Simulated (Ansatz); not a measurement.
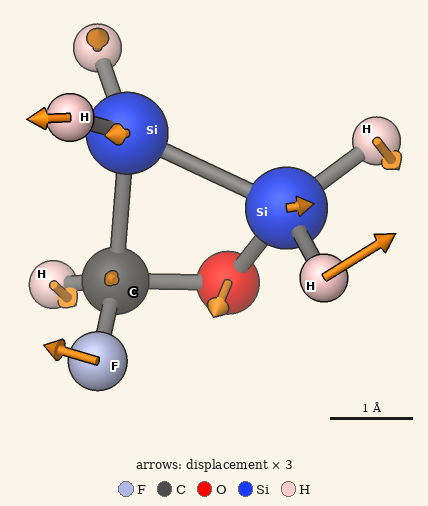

This is a relaxation of CH5FOSi2 (coarse preliminary run). The starting structure is drawn; orange arrows show the displacements, magnified 3 times. The two geometries are superimposed by the best rigid fit.

A ball-and-stick model, seen face on.

The start comes from a force field.

Theory: RKS PBE-D4/def2-SVP (Ansatz). Set-up: force threshold 0.03 eV/Å; at most 200 steps.

Q: Describe the change and its energy.

A: The energy falls by 64.5 kJ/mol in 7 accepted moves (8 points after the start). The largest force component goes from 2.1 to 0.015 eV/Å. The line search rejected the trial step at point 6 of the run. The largest move after the best rigid fit is that of an H atom, 0.35 Å. Largest moves by element: H 0.35 Å, F 0.26 Å, O 0.25 Å, Si 0.13 Å, C 0.08 Å. Near-neighbour distances that change, for instance: Si–Si 2.153 → 2.340 Å, C–O 1.495 → 1.411 Å, H–Si 1.465 → 1.505 Å, O–Si 1.703 → 1.736 Å. Bond angles that change, for instance: C–O–Si 95.1° → 105.7°, Si–C–H 110.6° → 120.8°, Si–Si–H 119.9° → 126.0°.
